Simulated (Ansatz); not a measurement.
**doublet C2H6Te+ at 6 levels**

Aim: a comparison of 6 runs (UHF/STO-3G, UHF/3-21G, U-wB97X/def2-SVP, UCAM-B3LYP/def2-SVP, UHSE06/def2-SVP, USVWN5/def2-SVP) of doublet C2H6Te+. 

Program for the calculation: Ansatz 0.2.0.

48 further runs of the same task are left out: 48 set aside as unsound or not needed.

### 1 The molecule

C2H6Te+ has 9 atoms, charge +1, and is taken as a doublet. As SMILES of the parent species, `C[Te]C`. The coordinates come from a PBE0-D4/def2-TZVP relaxation. That shape belongs to the parent species and isn't relaxed for this state.

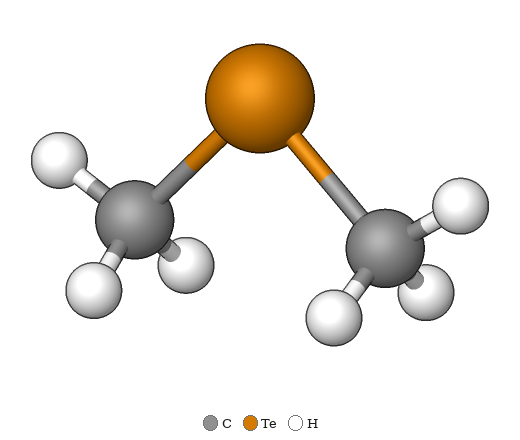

Viewed from a chosen angle; carbon grey, tellurium orange, hydrogen white.

### 2 The energy at UHF/STO-3G (run 1)

Contents of job.yaml:

```yaml
crystal:
  periodic: [false, false, false]
  atoms:
    - symbol: C
      position_ang: [-0.777200, 1.019100, -0.891200]
    - symbol: Te
      position_ang: [1.243600, 0.371500, -0.646000]
    - symbol: C
      position_ang: [0.782100, -1.033900, 0.895200]
    - symbol: H
      position_ang: [-1.399600, 0.180000, -1.196200]
    - symbol: H
      position_ang: [-0.781500, 1.778500, -1.672300]
    - symbol: H
      position_ang: [-1.141900, 1.451600, 0.038500]
    - symbol: H
      position_ang: [0.094100, -1.786500, 0.514800]
    - symbol: H
      position_ang: [1.716500, -1.510400, 1.189400]
    - symbol: H
      position_ang: [0.352600, -0.516200, 1.750700]
basis:
  gaussian: {orbitals: STO-3G}
total_charge: 1
magnetization: {spin_polarized: true, initial_magnetization: 1}
hamiltonian: {xc: hf}
accuracy: high
output: {orbitals: {seedname: orbitals}}
```

Launch:

```console
$ ansatz run job.yaml --threads 1 --pin off --max-ram 3480MiB --events-out events.jsonl --progress --plain --runs-dir runs
```

Standard output:

```text
Warning: RAYON_NUM_THREADS=1 ignored (pool sized by the plan → 1); use --threads N
Functional definition: HF
  name "HF"
  exchange = exact_x
  correlation = 0
694 factors; integrals over basis functions are off by at most 4.6e-9 eV
mean field evaluation 1: about -180281.4880 eV, gradient 6.1e0 eV
mean field evaluation 2: about -180281.6049 eV, gradient 6.1e0 eV
mean field evaluation 4: about -180282.0260 eV, gradient 5.2e-1 eV
mean field evaluation 8: about -180282.0367 eV, gradient 8.5e-3 eV
mean field -180282.03670564 eV, -6625.2426493789 hartree, gradient 2.1e-8 eV, S^2 0.764368; 0 other end points of the search recorded, 0 dependent functions left out
reference -180282.03670564 eV, -6625.2426493789 hartree; 35, 34 occupied and 8, 9 virtual orbitals, 694 factors
Total energy: -180282.03670564 eV, -6625.2426493789 hartree
```

Wall time 1.3 s (1 thread of Arm Neoverse V2, shared host); peak memory 0.12 GiB.

### 3 A single-point energy at UHF/3-21G (run 2)

Contents of molecule.yaml:

```yaml
basis:
  gaussian:
    orbitals: 3-21G-spherical.json
crystal:
  periodic: [false, false, false]
  atoms:
    - {symbol: C, position_ang: [-0.777200, 1.019100, -0.891200]}
    - {symbol: Te, position_ang: [1.243600, 0.371500, -0.646000]}
    - {symbol: C, position_ang: [0.782100, -1.033900, 0.895200]}
    - {symbol: H, position_ang: [-1.399600, 0.180000, -1.196200]}
    - {symbol: H, position_ang: [-0.781500, 1.778500, -1.672300]}
    - {symbol: H, position_ang: [-1.141900, 1.451600, 0.038500]}
    - {symbol: H, position_ang: [0.094100, -1.786500, 0.514800]}
    - {symbol: H, position_ang: [1.716500, -1.510400, 1.189400]}
    - {symbol: H, position_ang: [0.352600, -0.516200, 1.750700]}
total_charge: 1
magnetization:
  spin_polarized: true
  initial_magnetization: 1
hamiltonian:
  xc: hf
accuracy: high
output: {orbitals: {seedname: orbitals}}
```

The basis set 3-21G is read from a file made from the Basis Set Exchange's data (not shown).

Launch:

```console
$ ansatz run molecule.yaml --threads 1 --pin off --max-ram 3480MiB --events-out events.jsonl --progress --plain --runs-dir runs
```

Standard output:

```text
Warning: RAYON_NUM_THREADS=1 ignored (pool sized by the plan → 1); use --threads N
[... 4 set-up lines as earlier in the session ...]
1343 factors; integrals over basis functions are off by at most 1.8e-8 eV
mean field evaluation 1: about -181258.9244 eV, gradient 2.1e1 eV
mean field evaluation 2: about -181259.1357 eV, gradient 2.1e1 eV
mean field evaluation 4: about -181261.4142 eV, gradient 1.4e0 eV
mean field evaluation 8: about -181261.4514 eV, gradient 1.2e-1 eV
mean field evaluation 16: about -181261.4522 eV, gradient 7.4e-7 eV
mean field -181261.45219512 eV, -6661.2355047454 hartree, gradient 3.1e-8 eV, S^2 0.763196; 0 other end points of the search recorded, 0 dependent functions left out
reference -181261.45219512 eV, -6661.2355047454 hartree; 35, 34 occupied and 26, 27 virtual orbitals, 1343 factors
Total energy: -181261.45219512 eV, -6661.2355047454 hartree
```

Wall time 2.4 s (1 thread of Arm Neoverse V2, shared host); peak memory 0.22 GiB.

Runs 3 to 4 aren't shown in full; the table further down has their settings and results.

### 4 The energy at UHSE06/def2-SVP (core potential) (run 5)

molecule.yaml: that of step 3 with these lines changed.

```diff
@@ -1,4 +1,3 @@
 basis:
-  gaussian:
-    orbitals: 3-21G-spherical.json
+  gaussian: {orbitals: def2-SVP}
 crystal:
@@ -15,9 +14,6 @@
     - {symbol: H, position_ang: [0.352600, -0.516200, 1.750700]}
+magnetization: {spin_polarized: true, initial_magnetization: 1}
+accuracy: high
 total_charge: 1
-magnetization:
-  spin_polarized: true
-  initial_magnetization: 1
-hamiltonian:
-  xc: hf
-accuracy: high
+hamiltonian: {xc: {name: HSE06}}
 output: {orbitals: {seedname: orbitals}}
```

Launch:

```console
$ ansatz run molecule.yaml --threads 1 --pin off --max-ram 3480MiB --events-out events.jsonl --progress --plain --runs-dir runs
```

Standard output:

```text
Warning: RAYON_NUM_THREADS=1 ignored (pool sized by the plan → 1); use --threads N
Functional definition: HSE06
  name "HSE06"
  parameter a = 0.25
  parameter omega = 0.11/bohr
  exchange = pbe_x - a*pbe_x_sr(omega) + a*exact_x_sr(omega)
  correlation = pbe_c
2111 factors; integrals over basis functions are off by at most 3.3e-9 eV
103 factors; integrals over basis functions are off by at most 8.3e-10 eV
mean field evaluation 1: about -9435.7084 eV, gradient 5.7e1 eV
mean field evaluation 2: about -9408.0818 eV, gradient 7.9e1 eV
mean field evaluation 4: about -9452.5826 eV, gradient 2.9e0 eV
mean field evaluation 8: about -9452.7999 eV, gradient 1.2e-1 eV
mean field evaluation 16: about -9452.8001 eV, gradient 4.0e-4 eV
mean field -9452.80006785 eV, -347.3839951556 hartree, gradient 6.1e-8 eV, S^2 0.754124; 0 other end points of the search recorded, 0 dependent functions left out
reference -9452.80007099 eV, -347.3839952710 hartree; 21, 20 occupied and 63, 64 virtual orbitals, 2111 factors
Total energy: -9452.80007099 eV, -347.3839952710 hartree
```

It took 14 s on 1 thread of Arm Neoverse V2, shared host; peak memory 0.42 GiB.

### 5 The energy at USVWN5/def2-SVP (core potential) (run 6)

Contents of input.yaml:

```yaml
crystal:
  periodic: [false, false, false]
  atoms:
    - {symbol: C, position_ang: [-0.777200, 1.019100, -0.891200]}
    - {symbol: Te, position_ang: [1.243600, 0.371500, -0.646000]}
    - {symbol: C, position_ang: [0.782100, -1.033900, 0.895200]}
    - {symbol: H, position_ang: [-1.399600, 0.180000, -1.196200]}
    - {symbol: H, position_ang: [-0.781500, 1.778500, -1.672300]}
    - {symbol: H, position_ang: [-1.141900, 1.451600, 0.038500]}
    - {symbol: H, position_ang: [0.094100, -1.786500, 0.514800]}
    - {symbol: H, position_ang: [1.716500, -1.510400, 1.189400]}
    - {symbol: H, position_ang: [0.352600, -0.516200, 1.750700]}
basis:
  gaussian:
    orbitals: def2-SVP
hamiltonian:
  xc: {name: SVWN5}
output: {orbitals: {seedname: orbitals}}
magnetization:
  spin_polarized: true
  initial_magnetization: 1
accuracy: high
total_charge: 1
```

Launch:

```console
$ ansatz run input.yaml --threads 1 --pin off --max-ram 3480MiB --events-out events.jsonl --progress --plain --runs-dir runs
```

Standard output:

```text
Warning: RAYON_NUM_THREADS=1 ignored (pool sized by the plan → 1); use --threads N
Functional definition: SVWN5
  name "SVWN5"
  exchange = slater_x
  correlation = vwn5_c
2111 factors; integrals over basis functions are off by at most 3.3e-9 eV
mean field evaluation 1: about -9397.6642 eV, gradient 7.1e1 eV
mean field evaluation 2: about -9339.1151 eV, gradient 1.0e2 eV
mean field evaluation 4: about -9423.4015 eV, gradient 7.2e0 eV
mean field evaluation 8: about -9423.7467 eV, gradient 7.3e-2 eV
mean field evaluation 16: about -9423.7468 eV, gradient 4.3e-5 eV
mean field -9423.74678037 eV, -346.3163065335 hartree, gradient 2.9e-8 eV, S^2 0.751263; 0 other end points of the search recorded, 0 dependent functions left out
reference -9423.74678331 eV, -346.3163066416 hartree; 21, 20 occupied and 63, 64 virtual orbitals, 2111 factors
Total energy: -9423.74678331 eV, -346.3163066416 hartree
```

Run time: 5.4 s. Hardware: 1 thread of Arm Neoverse V2, shared host; peak memory 0.26 GiB.

### 6 The series

```tsv
run	level	core potential	energy (Eh)	HOMO energy (eV)	LUMO energy (eV)	⟨S²⟩	wall time
1	UHF/STO-3G	none	-6625.242649	-15.30	-4.76	0.764	1.3 s
2	UHF/3-21G	none	-6661.235505	-16.14	-6.17	0.763	2.4 s
3	U-wB97X/def2-SVP (core potential)	def2-SVP	-347.500492	-15.55	-8.14	0.753	45 s
4	UCAM-B3LYP/def2-SVP (core potential)	def2-SVP	-347.418047	-14.61	-8.92	0.753	14 s
5	UHSE06/def2-SVP (core potential)	def2-SVP	-347.383995	-12.99	-10.29	0.754	14 s
6	USVWN5/def2-SVP (core potential)	def2-SVP	-346.316307	-12.11	-11.19	0.751	5.4 s
```

### 7 Summary of results

| quantity | value |
| --- | --- |
| run 6: total energy | -346.31631 Eh |
| run 6: HOMO energy (highest over α and β) | -12.11 eV |
| run 6: LUMO energy (lowest over α and β) | -11.19 eV |
| run 6: ⟨S²⟩ | 0.751 |

**Reading.** Totals of different functionals can't be ranked against each other. Some runs of one species differ in core potentials or relativity; totals across that change don't compare. In run 1 the basis is minimal, so the values are rough. In runs 1, 2 relativity is left out where basis or elements ask for it. All runs together took 82 s, the longest 45 s.
